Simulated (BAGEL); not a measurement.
**Si2H3OF (SMILES F[Si]O[SiH3]): a chain of runs**

We compute a single-point energy (HF/def2-SV(P)), then a single-point energy (NEVPT2(2,2)/def2-SV(P)), then a single-point energy (CASPT2(2,2)/def2-SV(P)) of Si2H3OF. 

Program for the calculation: BAGEL 1.2.2.

2 further runs of the same task are left out: 2 set aside as unsound or not needed.

**1. The molecule**

Si2H3OF: 7 atoms, total charge 0, spin state singlet. As SMILES, `F[Si]O[SiH3]`. The F1–Si2 distance was set to 3.720 Å, away from the relaxed value. At this shape a bond of the SMILES string is far longer than usual.

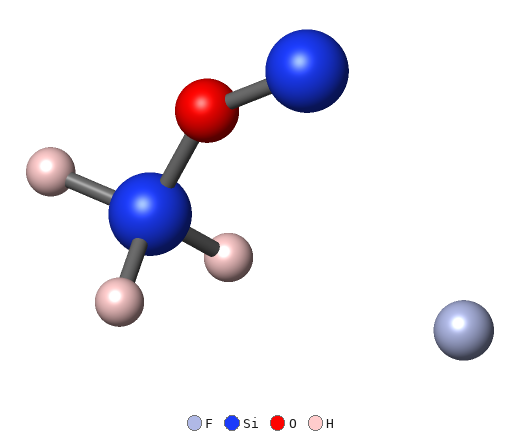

The structure, seen from a chosen angle (fluorine light blue, silicon blue, oxygen red, hydrogen pink).

**2. A single-point energy at HF/def2-SV(P) (density fitting with svp-jkfit) (run 1)**

Input file input.json:

```json
{ "bagel": [

{
  "title": "molecule",
  "basis": "def2-sv_p_.json",
  "df_basis": "svp-jkfit",
  "angstrom": true,
  "geometry": [
    { "atom": "F", "xyz": [    2.027671,   -1.392709,    3.126028 ] },
    { "atom": "Si", "xyz": [   -0.428700,   -2.165500,    0.441500 ] },
    { "atom": "O", "xyz": [   -0.538300,   -0.736500,   -0.334600 ] },
    { "atom": "Si", "xyz": [   -0.025600,    0.837100,   -0.406700 ] },
    { "atom": "H", "xyz": [   -0.705100,    1.480700,   -1.555500 ] },
    { "atom": "H", "xyz": [   -0.385700,    1.537800,    0.850000 ] },
    { "atom": "H", "xyz": [    1.444000,    0.875800,   -0.603300 ] }
  ]
},
{
  "title": "hf"
},
{
  "title": "print",
  "file": "orbitals.molden",
  "orbitals": true
}

]}
```

The basis set def2-SV(P) is read from a file made from the Basis Set Exchange's data (not shown).

Run with:

```
$ BAGEL_NUM_THREADS=1 BAGEL input.json > input.out
```

Standard output:

```text
* using 1 threads per process

  ===============================================================
  ===============================================================

  *** Geometry ***

  { "atom" : "F", "xyz" : [      3.831743,     -2.631839,      5.907337 ] },
  { "atom" : "Si", "xyz" : [     -0.810126,     -4.092202,      0.834314 ] },
  { "atom" : "O", "xyz" : [     -1.017240,     -1.391783,     -0.632302 ] },
  { "atom" : "Si", "xyz" : [     -0.048377,      1.581890,     -0.768552 ] },
  { "atom" : "H", "xyz" : [     -1.332446,      2.798117,     -2.939469 ] },
  { "atom" : "H", "xyz" : [     -0.728867,      2.906021,      1.606267 ] },
  { "atom" : "H", "xyz" : [      2.728765,      1.655022,     -1.140072 ] },

  Number of auxiliary basis functions:      464

  Since a DF basis is specified, we compute 2- and 3-index integrals:
    o Being stored without compression. Storage requirement is 0.018 GB

  Number of basis functions:       70
  Number of electrons      :       48

    * METHOD: MOLECULE                             0.18

  *** RHF ***

  === Nuclear Repulsion ===
   175.3994928983

      * DIIS with orbital gradients will be used.

  === RHF iteration (def2-sv_p_.json) ===
      0       -753.11372561          0.02513074           0.05
      1       -748.65189159          0.06069952           0.05
      2       -753.34696352          0.01448780           0.05
      3       -753.43786906          0.00358379           0.05
      4       -753.44889792          0.00142725           0.05
      5       -753.45118310          0.00061364           0.05
      6       -753.45191271          0.00029976           0.05
      7       -753.45220504          0.00008034           0.05
      8       -753.45221718          0.00002708           0.05
      9       -753.45221999          0.00001133           0.05
     10       -753.45222019          0.00000672           0.05
     11       -753.45222034          0.00000294           0.05
     12       -753.45222038          0.00000150           0.05
     13       -753.45222039          0.00000068           0.05
     14       -753.45222040          0.00000019           0.05
     15       -753.45222040          0.00000007           0.05
     16       -753.45222040          0.00000004           0.05
     17       -753.45222040          0.00000001           0.05
     18       -753.45222040          0.00000001           0.05
    * SCF iteration converged.

    * Permanent dipole moment:
           (    3.485218,     0.433464,     4.106528) a.u.

    * METHOD: HF                                   1.02

    * METHOD: PRINT                                0.01

  ===============================================================
```

Wall time 1.4 s (1 thread of Arm Neoverse V1, shared host); peak memory 0.15 GiB.

**3. A single-point energy at NEVPT2(2,2)/def2-SV(P) (density fitting with svp-jkfit) (run 2)**

Input file job.json:

```json
{ "bagel": [

{
  "title": "molecule",
  "basis": "def2-sv_p_.json",
  "df_basis": "svp-jkfit",
  "angstrom": true,
  "geometry": [
    { "atom": "F", "xyz": [    2.027671,   -1.392709,    3.126028 ] },
    { "atom": "Si", "xyz": [   -0.428700,   -2.165500,    0.441500 ] },
    { "atom": "O", "xyz": [   -0.538300,   -0.736500,   -0.334600 ] },
    { "atom": "Si", "xyz": [   -0.025600,    0.837100,   -0.406700 ] },
    { "atom": "H", "xyz": [   -0.705100,    1.480700,   -1.555500 ] },
    { "atom": "H", "xyz": [   -0.385700,    1.537800,    0.850000 ] },
    { "atom": "H", "xyz": [    1.444000,    0.875800,   -0.603300 ] }
  ]
},
{
  "title": "hf"
},
{
  "title": "nevpt2",
  "nstate": 1,
  "nact": 2,
  "nclosed": 23,
  "active": [24, 26],
  "maxiter": 200,
  "natocc": true,
  "ncore": 12
},
{
  "title": "print",
  "file": "orbitals.molden",
  "orbitals": true
}

]}
```

The basis set def2-SV(P) is read from a file made from the Basis Set Exchange's data (not shown).

Run with:

```
$ BAGEL_NUM_THREADS=1 BAGEL job.json > job.out
```

Standard output:

```text
* using 1 threads per process

  ===============================================================
  ===============================================================

  *** Geometry ***

  { "atom" : "F", "xyz" : [      3.831743,     -2.631839,      5.907337 ] },
  { "atom" : "Si", "xyz" : [     -0.810126,     -4.092202,      0.834314 ] },
  { "atom" : "O", "xyz" : [     -1.017240,     -1.391783,     -0.632302 ] },
  { "atom" : "Si", "xyz" : [     -0.048377,      1.581890,     -0.768552 ] },
  { "atom" : "H", "xyz" : [     -1.332446,      2.798117,     -2.939469 ] },
  { "atom" : "H", "xyz" : [     -0.728867,      2.906021,      1.606267 ] },
  { "atom" : "H", "xyz" : [      2.728765,      1.655022,     -1.140072 ] },

  Number of auxiliary basis functions:      464

  Since a DF basis is specified, we compute 2- and 3-index integrals:
    o Being stored without compression. Storage requirement is 0.018 GB

  Number of basis functions:       70
  Number of electrons      :       48

    * METHOD: MOLECULE                             0.18

  *** RHF ***

  === Nuclear Repulsion ===
   175.3994928983

      * DIIS with orbital gradients will be used.

  === RHF iteration (def2-sv_p_.json) ===
      0       -753.11372561          0.02513074           0.05
      1       -748.65189159          0.06069952           0.05
      2       -753.34696352          0.01448780           0.05
[... 15 lines of this table left out ...]
     18       -753.45222040          0.00000001           0.04
    * SCF iteration converged.

    * Permanent dipole moment:
           (    3.485218,     0.433464,     4.106528) a.u.

    * METHOD: HF                                   0.99

    * freezing 12 orbitals
  ---------------------------
      CASSCF calculation
  ---------------------------

    ==== Active orbitals : =====
         Orbital 24
         Orbital 26
    ============================

    * nstate   :      1
    * nclosed  :     23
    * nact     :      2
    * nvirt    :     45
  === CASSCF iteration (def2-sv_p_.json) ===

    * Using the second-order algorithm

      0  0      -753.45920648     9.84e-03      0.02

      1  0      -753.48281140     2.40e-03      0.27
[... 39 lines of this table left out ...]
     21  0      -753.52083872     7.42e-09      0.21

    * Second-order optimization converged. *

     guess   0:   closed 1.                   open ..

  === FCI iteration ===

      0  0      -753.34301814     1.45e-01      0.00
      1  0      -753.47903678     4.52e-02      0.00
      2  0 *    -753.52083872     3.40e-16      0.00

     * ci vector, state   0, <S^2> = 0.0000
       2.     0.8082974565
       .2    -0.5887743386

  === DF-NEVPT2 calculation ===

    * 3-index integral transformation done
    * assembly done

      NEVPT2 correlation energy:   -0.4674438980      0.10

          (+0)     -0.3799136170
          (+0)'    -0.0173658281
          (+1)     -0.0184004368
          (+1)'    -0.0000000000
          (+2)     -0.0002148759
          (-1)     -0.0511790751
          (-1)'     0.0000000000
          (-2)     -0.0003700650

      NEVPT2 total energy:       -753.9882826149

    * METHOD: NEVPT2                               7.33

    * METHOD: PRINT                                0.01

  ===============================================================
```

It took 8.7 s on 1 thread of Arm Neoverse V1, shared host; peak memory 0.15 GiB.

**4. A single-point energy at CASPT2(2,2)/def2-SV(P) (density fitting with svp-jkfit) (run 3)**

input.json, as its differences from that of step 2:

```diff
@@ -21,2 +21,11 @@
 {
+  "title": "casscf",
+  "nstate": 1,
+  "nact": 2,
+  "nclosed": 23,
+  "active": [24, 26],
+  "maxiter": 200,
+  "natocc": true
+},
+{
   "title": "print",
@@ -24,2 +33,12 @@
   "orbitals": true
+},
+{
+  "title": "smith",
+  "method": "caspt2",
+  "ms": true,
+  "xms": true,
+  "sssr": true,
+  "shift": 0.2,
+  "shift_imag": true,
+  "ncore": 12
 }
```

The basis set def2-SV(P) is read from a file made from the Basis Set Exchange's data (not shown).

Run with:

```
$ BAGEL_NUM_THREADS=1 BAGEL input.json > input.out
```

Standard output:

```text
* using 1 threads per process

  ===============================================================
  ===============================================================

  *** Geometry ***

  { "atom" : "F", "xyz" : [      3.831743,     -2.631839,      5.907337 ] },
  { "atom" : "Si", "xyz" : [     -0.810126,     -4.092202,      0.834314 ] },
  { "atom" : "O", "xyz" : [     -1.017240,     -1.391783,     -0.632302 ] },
  { "atom" : "Si", "xyz" : [     -0.048377,      1.581890,     -0.768552 ] },
  { "atom" : "H", "xyz" : [     -1.332446,      2.798117,     -2.939469 ] },
  { "atom" : "H", "xyz" : [     -0.728867,      2.906021,      1.606267 ] },
  { "atom" : "H", "xyz" : [      2.728765,      1.655022,     -1.140072 ] },

  Number of auxiliary basis functions:      464

  Since a DF basis is specified, we compute 2- and 3-index integrals:
    o Being stored without compression. Storage requirement is 0.018 GB

  Number of basis functions:       70
  Number of electrons      :       48

    * METHOD: MOLECULE                             0.18

  *** RHF ***

[... 11 lines left out ...]
    * SCF iteration converged.
[... 1 line left out ...]
    * Permanent dipole moment:
[... 27 lines left out ...]
    * Second-order optimization converged. *
[... 9 lines left out ...]
     * ci vector, state   0, <S^2> = 0.0000
[... 16 lines left out ...]
    * Zeroth order energy : state  0       -0.4502473629

    * CASPT2 iteration is performed using orthogonal basis

      -------------------------------------------  CASPT2 iteration  ---------------------------------------------------
       #      aibj      arbs      arbi      airj      risj      airs      arst      rist         Etot      error   time
      ------------------------------------------------------------------------------------------------------------------

       0  -0.37807  -0.00044  -0.05516  -0.01996  -0.00042  -0.01756  -0.00000   0.00000   -0.4715998  0.0007813   0.05
       1  -0.37808  -0.00044  -0.05522  -0.01997  -0.00043  -0.01764  -0.00000   0.00000   -0.4717754  0.0000588   0.04
       2  -0.37808  -0.00044  -0.05522  -0.01998  -0.00043  -0.01764  -0.00000  -0.00000   -0.4717773  0.0000088   0.05
       3  -0.37808  -0.00044  -0.05522  -0.01997  -0.00043  -0.01764  -0.00000  -0.00000   -0.4717773  0.0000013   0.05
       4  -0.37808  -0.00044  -0.05522  -0.01997  -0.00043  -0.01764   0.00000  -0.00000   -0.4717773  0.0000001   0.05

      ------------------------------------------------------------------------------------------------------------------

    * CASPT2 energy : state  0     -753.9952688802
        w/o shift correction       -753.9926160114
        reference weight              0.8699565447

    * METHOD: SMITH                                0.38

  ===============================================================
```

Wall time 9 s (1 thread of Arm Neoverse V1, shared host); peak memory 0.15 GiB.

**5. Summary of results**

| quantity | value |
| --- | --- |
| run 1, HF/def2-SV(P): total energy | -753.45222 Eh |
| run 1, HF/def2-SV(P): dipole moment | 13.73 D |
| run 1, HF/def2-SV(P): HOMO energy | -7.61 eV |
| run 1, HF/def2-SV(P): LUMO energy | -1.53 eV |
| run 1, HF/def2-SV(P): HOMO–LUMO gap | 6.07 eV |
| run 2, NEVPT2(2,2)/def2-SV(P): total energy | -753.98828 Eh |
| run 3, CASPT2(2,2)/def2-SV(P): total energy | -753.99527 Eh |

What this shows: One bond (run 1, HF/def2-SV(P)) is far stretched, which a spin-restricted single reference describes badly; a broken-symmetry solution may lie lower.
